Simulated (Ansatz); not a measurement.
# Calculations on TaNH₅OCl₃

Part 1: Relaxation

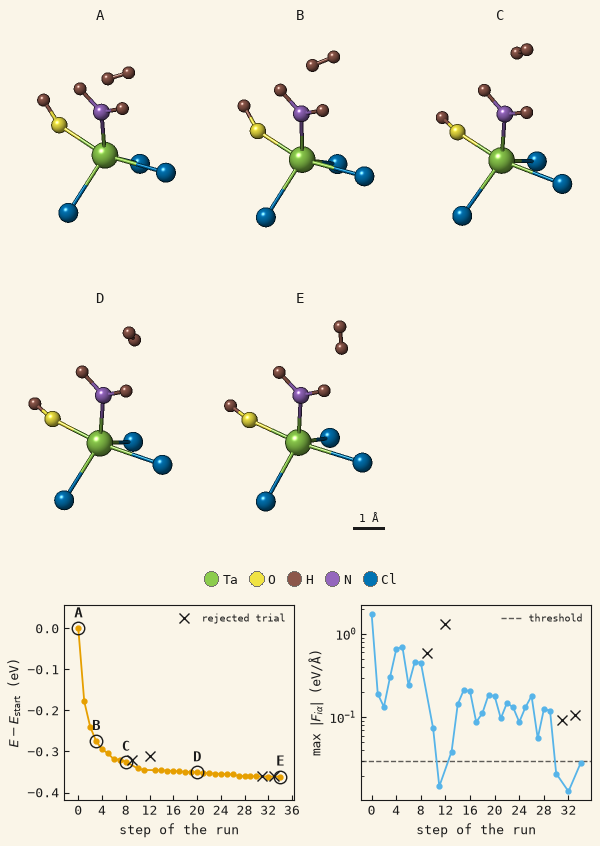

Frames of a relaxation of TaNH5OCl3, marked on the history of the run. A ball-and-stick model, seen from a free direction.

The run prepares an end point of a later path (reaction) calculation, from a guessed geometry.

Level of theory: Ansatz 0.2.0, RKS PBE-D4/def2-SVP. Settings: no spin polarisation; force threshold 0.03 eV/Å; at most 50 steps.

**What happens along the run?**

After 30 accepted moves (34 points after the start) the energy has fallen by 0.361 eV. Largest force component: 1.8 eV/Å at the start, 0.029 eV/Å at the end. The line search rejected the trial steps at points 9, 12, 31, 33 of the run. The forces were under the threshold at step 11, but the run went on from there. An H atom moves most after the best rigid fit: 1.20 Å. Largest moves by element: H 1.20 Å, O 0.56 Å, Cl 0.44 Å, Ta 0.28 Å, N 0.05 Å. Some distances before and after: H–Ta 3.008 → 4.197 Å, H–Ta 2.797 → 3.734 Å, O–Ta 1.968 → 1.888 Å, H–H 0.722 → 0.770 Å. Among the angles between lasting bonds that change: N–Ta–Cl 136.5° → 119.8°, Cl–Ta–Cl 112.9° → 124.0°, Ta–O–H 151.2° → 161.9°. Cost: 76 s on 4 threads of Arm Neoverse V2 (shared host), peak memory 0.23 GiB. From step 0 to 3: an H atom moves most (0.57 Å), energy −0.275 eV. From step 3 to 8: H atoms move most (0.52 Å), energy −0.051 eV. From step 8 to 20: an H atom moves most (0.57 Å), energy −0.026 eV. From step 20 to 34: an H atom moves most (0.45 Å), energy −0.010 eV.

Limits of the set-up: the start holds two separate molecules, 2.2 Å apart at their closest, whose relative position is a soft coordinate.

Part 2: Relaxation

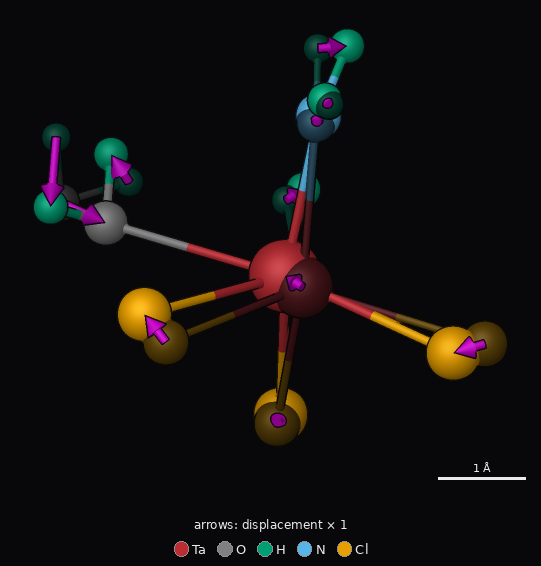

A relaxation of TaNH5OCl3. The starting structure is drawn faded, the final one solid; purple arrows show the displacements, at their true length. The two geometries are superimposed by the best rigid fit.

The picture is a ball-and-stick view, seen at a tilt.

The run prepares an end point of a later path (reaction) calculation, from a guessed geometry.

Computed with Ansatz 0.2.0, RKS PBE-D4/def2-SVP. Set-up: no spin polarisation; force threshold 0.03 eV/Å; at most 50 steps.

### Describe the change and its energy.

The atom that moves furthest after the best rigid fit is an H atom (0.85 Å). Largest moves by element: H 0.85 Å, O 0.60 Å, Cl 0.41 Å, Ta 0.28 Å, N 0.12 Å. Among the contacts that change: O–Ta 3.208 → 2.350 Å, H–Ta 3.391 → 2.836 Å, H–Ta 2.957 → 2.868 Å, Cl–Ta 2.315 → 2.380 Å. New bonds form, among them: O–Ta (3.21 → 2.35 Å). Bond angles that change, for instance: Cl–Ta–H 129.8° → 139.8°, Cl–Ta–Cl 102.8° → 111.9°, Cl–Ta–Cl 110.9° → 103.1°. The energy falls by 0.423 eV in 12 accepted moves (13 points after the start). Largest force component: 0.56 eV/Å at the start, 0.018 eV/Å at the end. The line search rejected the trial step at point 8 of the run.

Part 3: Path

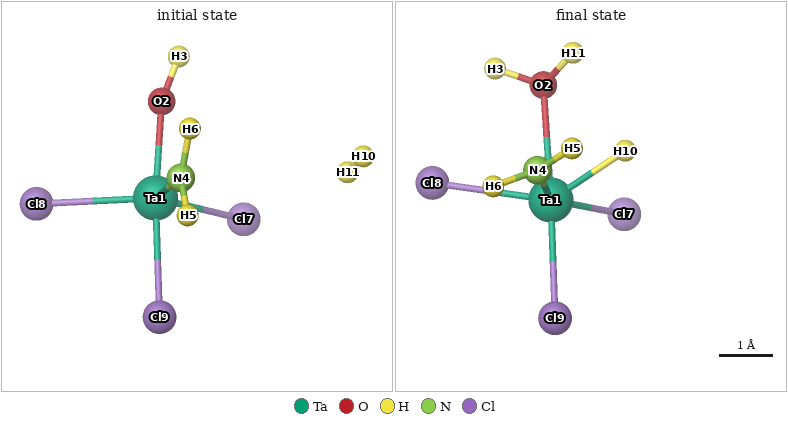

The two relaxed end points of a path for TaNH5OCl3, made up at the start of TaNH3OCl3 and H2. Style: ball-and-stick. Shown from a free direction.

Theory: RKS PBE-D4/def2-SVP (Ansatz).

Set-up: 7 movable images; climbing image; force threshold 0.05 eV/Å; iteration limit 60.

Start:
```xyz
11

Ta   -0.2430    0.4488    0.0709
O     1.4940    1.1842    0.1481
H     2.4348    1.3453   -0.0216
N     0.1523   -0.5339    1.7264
H    -0.4962   -1.1895    2.1716
H     1.0432   -0.4628    2.2272
Cl    0.2681   -0.5169   -2.0107
Cl   -1.3004    2.5082    0.3250
Cl   -2.3044   -0.7104    0.0624
H     2.1213   -3.0186    0.0018
H     1.7711   -2.6310   -0.5642
```

End:
```xyz
11

Ta   -0.2405   -0.3169   -0.0386
O     2.0134    0.2093   -0.4437
H     2.2471    1.0439    0.0146
N     0.1134   -0.8150    1.8506
H     0.5123   -1.6705    2.2437
H    -0.3131   -0.2494    2.6003
Cl   -0.2101   -0.8700   -2.3243
Cl   -0.0313    2.0279    0.3100
Cl   -2.5322   -0.6691    0.1135
H     0.7612   -1.7778   -0.0559
H     2.6206   -0.4888   -0.1334
```

What barrier does the band find between them, and by what path?

Answer. The highest point, image 5, lies 1.45 eV above the start and 0.71 eV above the end; the end is at +0.74 eV relative to the start. Breaking: H10–H11 (0.77 → 1.06 at the top → 2.26 Å). Forming: O2–H11 (3.89 → 1.23 at the top → 0.98 Å), Ta1–H10 (4.20 → 1.95 at the top → 1.77 Å). The band converged in 27 iterations, with a climbing image at the top.

Energies of the converged images:

```json
{"image": "0", "path (Å)": "0.00", "E (eV)": "0.000"}
{"image": "1", "path (Å)": "0.74", "E (eV)": "0.026"}
{"image": "2", "path (Å)": "1.49", "E (eV)": "0.110"}
{"image": "3", "path (Å)": "2.23", "E (eV)": "0.234"}
{"image": "4", "path (Å)": "2.98", "E (eV)": "0.518"}
{"image": "5", "path (Å)": "3.72", "E (eV)": "1.448"}
{"image": "6", "path (Å)": "4.87", "E (eV)": "0.981"}
{"image": "7", "path (Å)": "6.03", "E (eV)": "0.890"}
{"image": "8", "path (Å)": "7.18", "E (eV)": "0.740"}
```

The geometry at the top of the path:

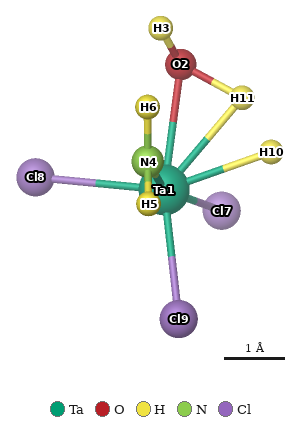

Limits of the set-up: the start holds two separate molecules, 3.0 Å apart at their closest, whose relative position is a soft coordinate.

The run took 6.4 min on 4 threads of Arm Neoverse V2, on a shared host, peak memory 0.23 GiB.
